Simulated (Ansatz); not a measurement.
## CH7BrGe: single-point calculation

The run: single-point calculation of CH7BrGe. Method and program: RKS PBE0-D4/def2-TZVPP (Ansatz 0.2.0).

The geometry is a transition state. The reaction was set up to form Ge1–Br7 and C2–H6 and to break Ge1–C2 and H6–Br7 (atoms counted from 1 in the order of the input); sticks are drawn by distance alone. The geometry comes from this level: PBE0-D4/def2-TZVP.

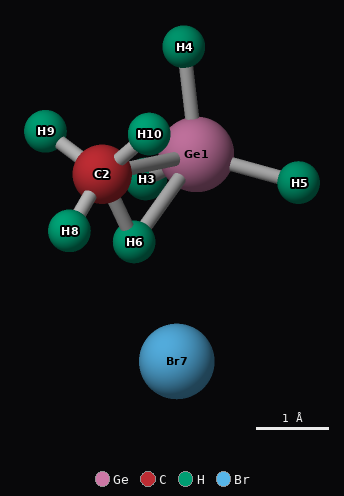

The input geometry (ball-and-stick view, seen at a tilt; atoms are numbered from 1 in the order of the input). Sticks mark near contacts.

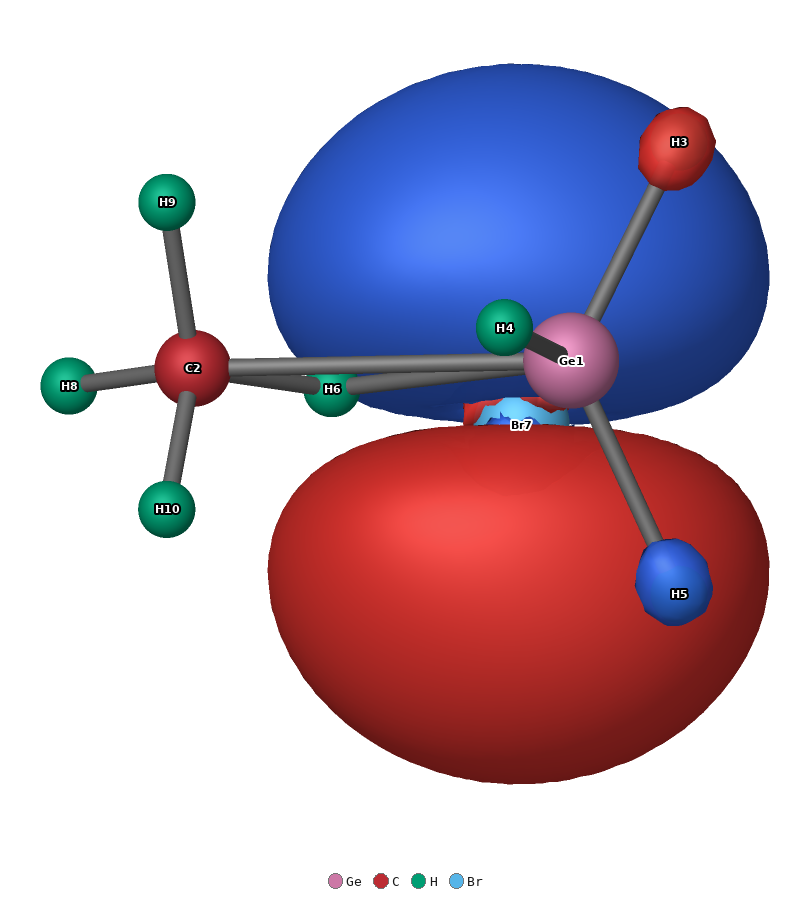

The HOMO at ±0.08 Å⁻³ᐟ² (blue and red are the two phases), seen from the side. Its energy is −6.71 eV.

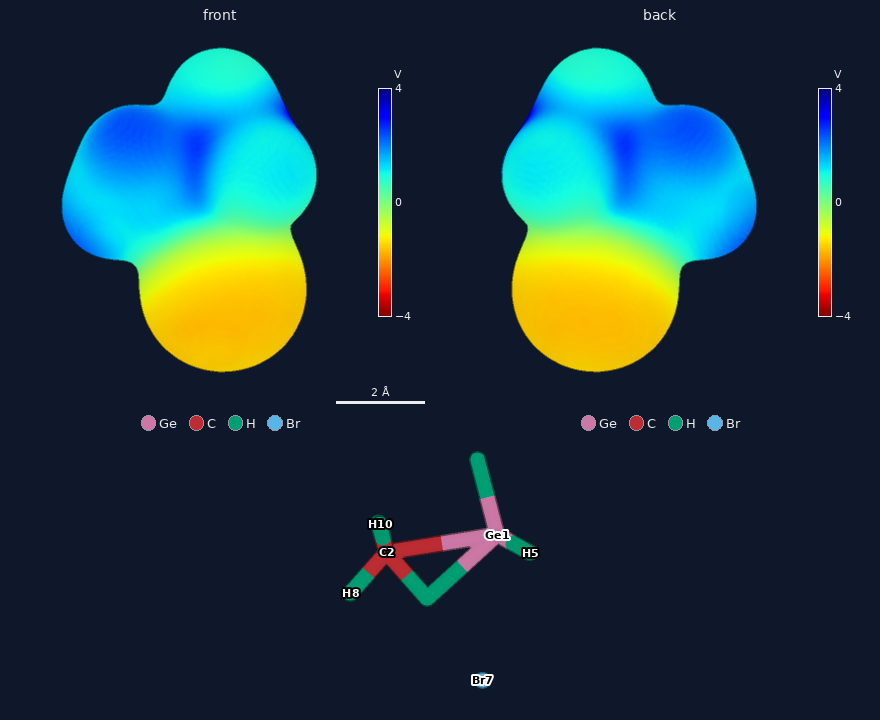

The molecular electrostatic potential painted on the density surface at 0.004 e/bohr³, seen face on and from behind; red is negative and blue positive. The bare structure is drawn below in the same view. A positive charge is drawn to the negative regions and a negative charge to the positive ones.

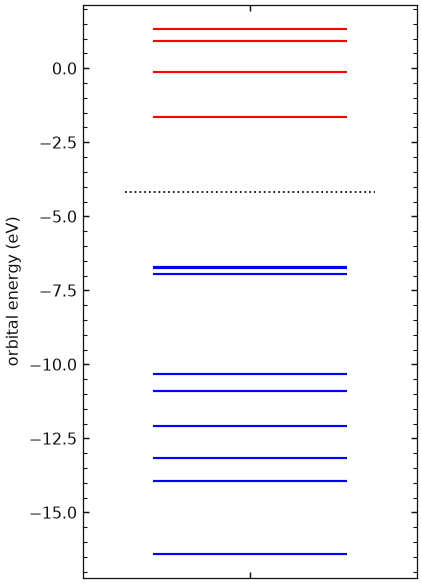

Orbital energies near the frontier; the dotted line parts filled from empty levels, and levels within 0.02 eV of each other stand side by side. Highest filled −6.71 eV, lowest empty −1.66 eV, 5.05 eV apart.

The input that produced these results follows, with the program's output.

Input file
```yaml
crystal:
  periodic: [false, false, false]
  atoms:
    - {symbol: Ge, position_ang: [-0.633269, 0.930018, -0.293366]}
    - {symbol: C, position_ang: [0.291770, -0.852832, 0.713090]}
    - {symbol: H, position_ang: [-1.492979, 0.530044, -1.479957]}
    - {symbol: H, position_ang: [-1.522575, 0.999654, 0.978197]}
    - {symbol: H, position_ang: [0.305530, 2.124010, -0.309439]}
    - {symbol: H, position_ang: [0.661539, -0.457194, -0.394450]}
    - {symbol: Br, position_ang: [1.423528, -0.009976, -2.173069]}
    - {symbol: H, position_ang: [1.067227, -1.611016, 0.547896]}
    - {symbol: H, position_ang: [-0.662497, -1.366613, 0.809369]}
    - {symbol: H, position_ang: [0.561725, -0.286196, 1.601728]}
basis:
  gaussian: {orbitals: def2-TZVPP}
hamiltonian: {xc: pbe0, dispersion: d4}
output: {orbitals: {seedname: orbitals}}
```

Run as:
```bash
ansatz run in.yaml --threads 8 --pin off --events-out ev --progress --plain --max-ram 19148MiB
```

The program's output
```
Functional definition: PBE0
  name "PBE0"
  cite "Adamo & Barone, J. Chem. Phys. 110, 6158 (1999) doi:10.1063/1.478522"
  cite "Perdew, Burke & Ernzerhof, Phys. Rev. Lett. 77, 3865 (1996) doi:10.1103/PhysRevLett.77.3865"
  parent pbe
  parameter a = 0.25
  parameter kappa = 0.804
  parameter beta = 0.06672455060314922
  exchange = (1 - a)*pbe_x(kappa = kappa, mu = beta*pi^2/3) + a*exact_x
  correlation = pbe_c(beta = beta)
1407 factors; their error is unknown
mean field evaluation 1: about -127692.8540 eV, gradient 4.6e1 eV
mean field evaluation 2: about -127691.1477 eV, gradient 5.2e1 eV
mean field evaluation 4: about -127697.1900 eV, gradient 2.3e0 eV
mean field evaluation 8: about -127697.2011 eV, gradient 3.5e-2 eV
mean field evaluation 16: about -127697.9011 eV, gradient 7.1e-5 eV
mean field -127697.90106979 eV, -4692.8113075686 hartree, gradient 7.1e-5 eV, S^2 0.000000; 0 other end points of the search recorded, 0 dependent functions left out
reference -127697.90109872 eV, -4692.8113086319 hartree; 40, 40 occupied and 185, 185 virtual orbitals, 1407 factors
Total energy: -127698.06444314 eV, -4692.8173114284 hartree
```

Summary

- outcome: converged
- total energy: −127698.0644 eV
- mean-field energy: −127697.9011 eV
- dispersion energy: −0.1633 eV
- SCF solution under orbital rotations: stable
- HOMO: −6.71 eV
- LUMO: −1.66 eV
- hardware: 8 threads of Arm Neoverse V1, 23 GiB of memory available, shared host
- wall time: 2.1 s (CPU time 15 s)
- peak memory: 0.72 GiB
